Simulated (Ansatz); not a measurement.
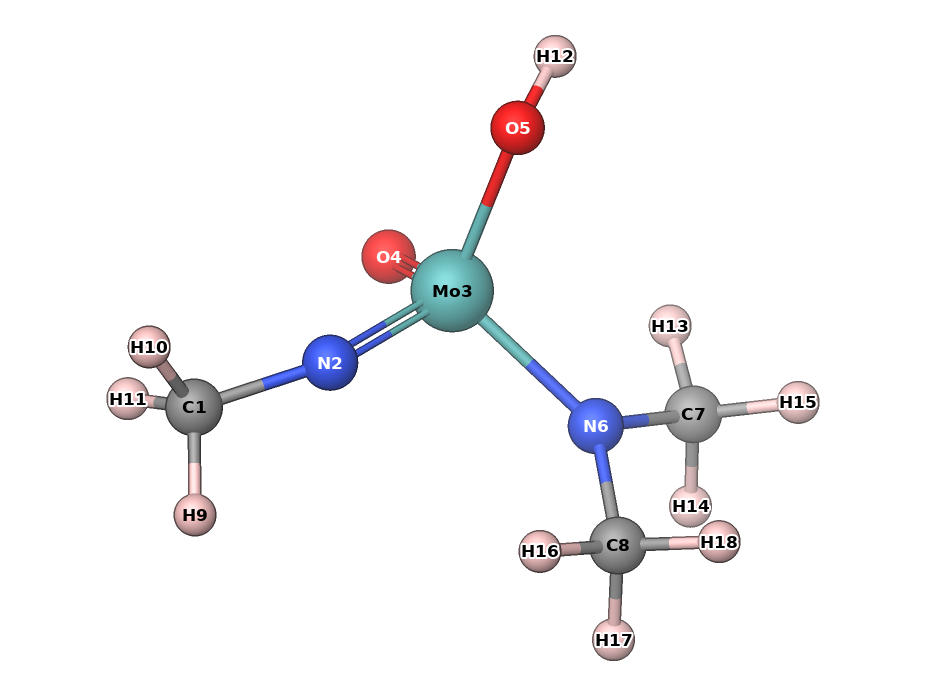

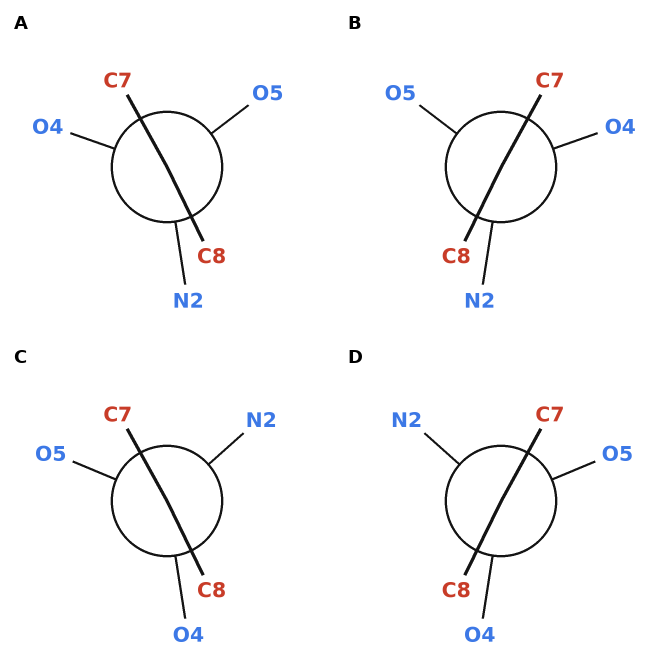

Distant atoms are faded towards the background colour. Bonds that would overlap in a projection are set slightly apart. The species is neutral and a spin singlet. The geometry was computed by an optimisation with PBE0-D4/def2-TZVP. No frequency run is at hand to confirm it as a minimum.

Question: Which Newman projection shows the view along N6–Mo3, with N6 in front?

Answer: B. The torsion angle C7–N6–Mo3–O5 is −82°, about perpendicular.
